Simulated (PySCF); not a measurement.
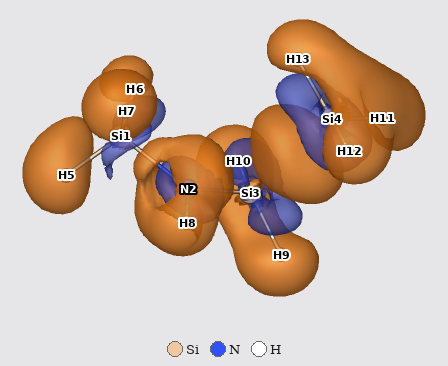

Figure 1: H$_{9}$NSi$_{3}$, charge +1, doublet, SMILES `[SiH3][NH+][SiH2][SiH3]`. Fukui function f⁻ = ρ(N) − ρ(N−1) at fixed geometry, surfaces at ±0.01 e/Å³ (orange positive, blue negative).

PySCF calculation, B3LYP/def2-SVPD, gas phase; geometry: GFN2-xTB. No frequency check shows the geometry to be a minimum. GFN2-xTB doesn't know the spin state, so this open-shell geometry is rough.

On which atoms does the density change most on removal of an electron?

Answer. f⁻ (Hirshfeld-condensed) is largest on Si4 (0.19) and Si3 (0.14); the vertical ionisation energy is 14.18 eV (to the singlet dication, which needn't be its lowest state). Condensed values hint at sites of electrophilic attack but needn't mark the atom that reacts. Shares this close don't rank the sites. Orbital relaxation makes it negative in places (0.18 e in all).

```csv
atom,f⁻,charge
Si1,+0.08,+0.45
N2,+0.10,−0.19
Si3,+0.14,+0.44
Si4,+0.19,+0.41
H5,+0.07,−0.04
H6,+0.03,−0.05
H7,+0.06,−0.05
H8,+0.04,+0.16
H9,+0.06,−0.02
H10,+0.06,−0.02
H11,+0.06,−0.03
H12,+0.05,−0.03
H13,+0.05,−0.03
```

Cost of the run: 110 s on 1 thread of Arm Neoverse V1, with other jobs on the host, peak memory 0.79 GiB.
